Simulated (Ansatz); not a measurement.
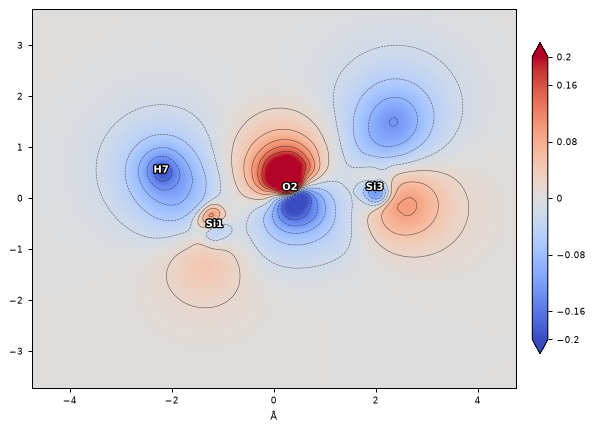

Figure 1: H₆OSi₂. The HOMO on the plane of atoms O2, Si1 and H7 (values in Å⁻³ᐟ²; the overall sign is arbitrary).

These are results of RKS B3LYP/def2-SVP in Ansatz 0.2.0, not measurements.

```json
{"atom": "Si", "x (Å)": "0.0258", "y (Å)": "0.0130", "z (Å)": "-0.1254"}
{"atom": "O", "x (Å)": "-0.3563", "y (Å)": "-0.1692", "z (Å)": "1.4767"}
{"atom": "Si", "x (Å)": "-1.3940", "y (Å)": "-0.4441", "z (Å)": "2.7390"}
{"atom": "H", "x (Å)": "-2.4624", "y (Å)": "-1.4066", "z (Å)": "2.3366"}
{"atom": "H", "x (Å)": "-0.6256", "y (Å)": "-1.0132", "z (Å)": "3.8796"}
{"atom": "H", "x (Å)": "-2.0322", "y (Å)": "0.8344", "z (Å)": "3.1657"}
{"atom": "H", "x (Å)": "1.5067", "y (Å)": "-0.0112", "z (Å)": "-0.2697"}
{"atom": "H", "x (Å)": "-0.4965", "y (Å)": "1.3127", "z (Å)": "-0.6394"}
{"atom": "H", "x (Å)": "-0.5671", "y (Å)": "-1.0965", "z (Å)": "-0.9289"}
```

**Where does this orbital lie, and at what energy?**

It lies mainly on O2 (about 35 %), Si3 (about 15 %), Si1 (about 15 %), H6 (about 10 %) and H8 (about 10 %). Its energy is −8.32 eV.
